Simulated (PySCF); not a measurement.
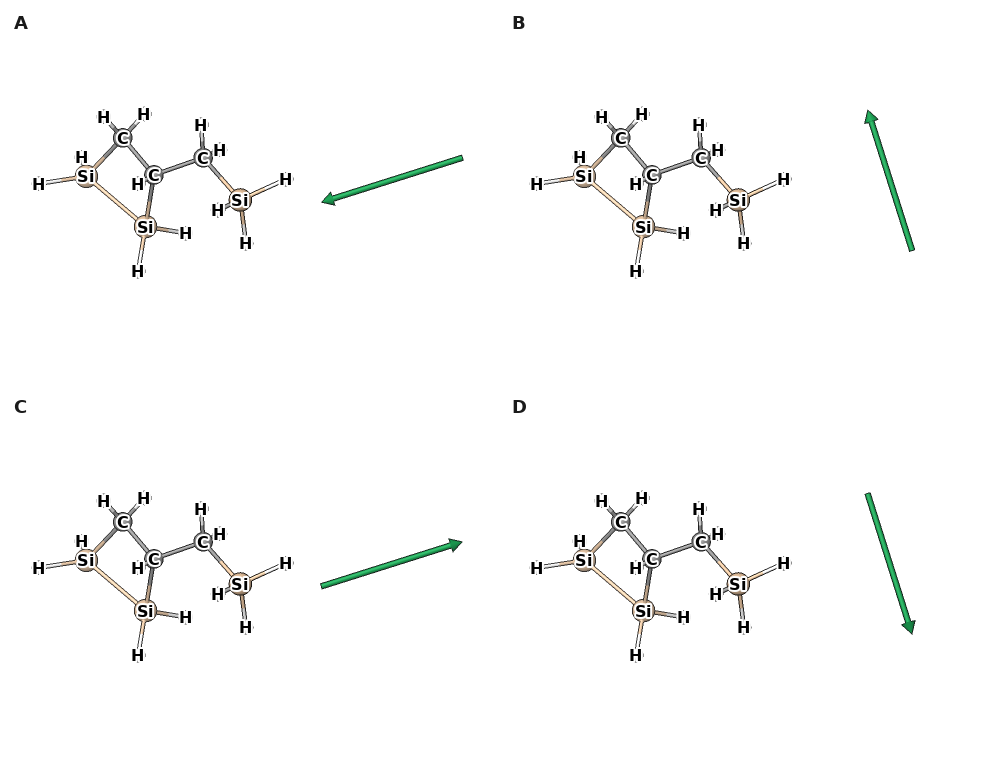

The same molecule four times, each with an arrow. The geometry was computed by an optimisation with GFN2-xTB. No frequency run is at hand to confirm it as a minimum. Properties computed with PBE0/pcSseg-1, gas phase (PySCF 2.14.0).

**Which arrow points along the dipole moment, from the negative to the positive end?**

B. The dipole moment is 0.64 D.

The geometry is semi-empirical. Around Si such bond lengths and angles can be off by a tenth of an ångström or more and by several degrees, and values that hang on the shape move with them.
